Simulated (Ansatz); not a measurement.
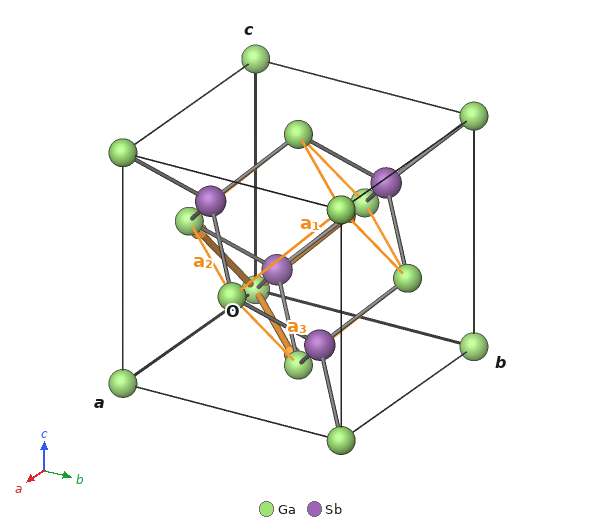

For GaSb, a calculation's input that goes back to an entry of the Crystallography Open Database (an earlier step may have relaxed or displaced it): the conventional cell (thin) and a primitive cell (coloured, vectors a₁, a₂, a₃). All values are computed from the atomic coordinates in the standard setting (tolerance 0.002 Å).

a = 6.132 Å, b = 6.132 Å, c = 6.132 Å, α = 90.00°, β = 90.00°, γ = 90.00°.

### What is the centring, and how are the primitive vectors built?

F, face-centred cubic, with lattice points at (0, 0, 0), (1/2, 1/2, 0), (1/2, 0, 1/2), (0, 1/2, 1/2). a₁ = 1/2 b + 1/2 c; a₂ = 1/2 a + 1/2 c; a₃ = 1/2 a + 1/2 b.

### Give the primitive cell's size and content.

Edges 4.336, 4.336, 4.336 Å; angles 60.00°, 60.00°, 60.00°; volume 57.65 Å³, 1/4 of the conventional cell; 2 of its 8 atoms.
